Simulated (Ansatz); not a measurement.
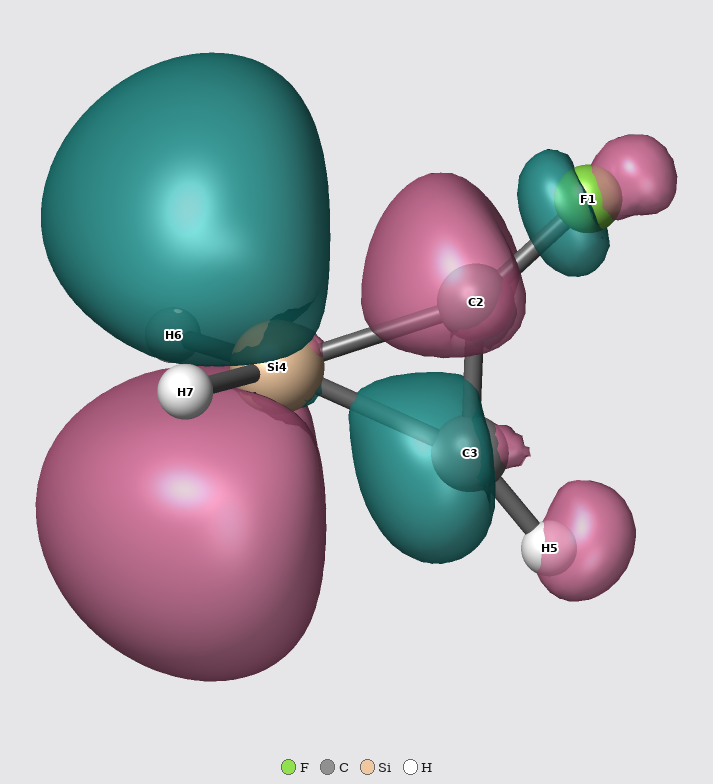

Figure 1: C2H3FSi (SMILES FC1=C[SiH2]1). The LUMO at ±0.08 Å⁻³ᐟ² (teal and pink are the two phases), seen at a tilt.

Geometry: PBE0-D4/def2-TZVP.

All numbers below come from RKS PBE0-D4/def2-TZVPP in Ansatz 0.2.0.

```csv
atom,x (Å),y (Å),z (Å)
F,-0.0968,-2.2794,0.1454
C,-0.0513,-0.9611,0.0995
C,-0.3430,0.0172,0.9410
Si,0.2692,0.6301,-0.6699
H,-0.7151,0.1395,1.9490
H,-0.6444,1.2176,-1.6805
H,1.6425,1.1681,-0.8302
```

**What is the character of this orbital?**

It lies mainly on Si4 (about 60 %), C2 (about 10 %), C3 (about 10 %), H6 (about 5 %) and H7 (about 5 %). Its energy is −0.36 eV.
